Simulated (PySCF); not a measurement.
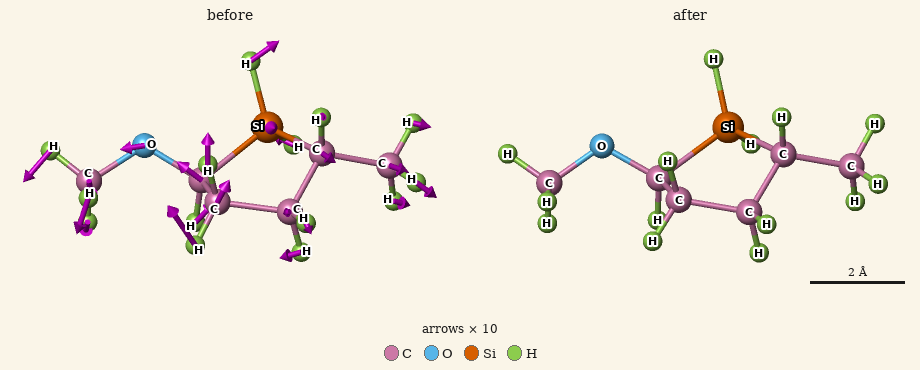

The structure of C$_{6}$H$_{14}$OSi before (left) and after (right) a relaxation, at one scale. The purple arrows give the displacements, magnified 10 times.

The picture is a ball-and-stick view, seen from a free direction.

The start comes from GFN2-xTB. Its atoms were then displaced at random by about 0.01 Å.

Method: PBE0-D3(BJ)/def2-SVP geometry optimisation, gas phase (PySCF). 

Q: Summarise the run.

A: An H atom moves most after the best rigid fit: 0.13 Å. By element the largest moves are H 0.13 Å, C 0.07 Å, O 0.05 Å, Si 0.05 Å. Among the contacts that change: C–O 1.435 → 1.395 Å, C–H 1.071 → 1.107 Å, H–Si 1.460 → 1.494 Å, C–C 1.560 → 1.528 Å. Bond angles that change, for instance: Si–C–H 112.9° → 108.0°, H–C–H 111.7° → 106.9°, C–C–Si 107.1° → 102.8°. After 5 geometry steps the energy has fallen by 5.71 kcal/mol. The run took 110 s on 1 thread of Arm Neoverse V1, on a shared host.
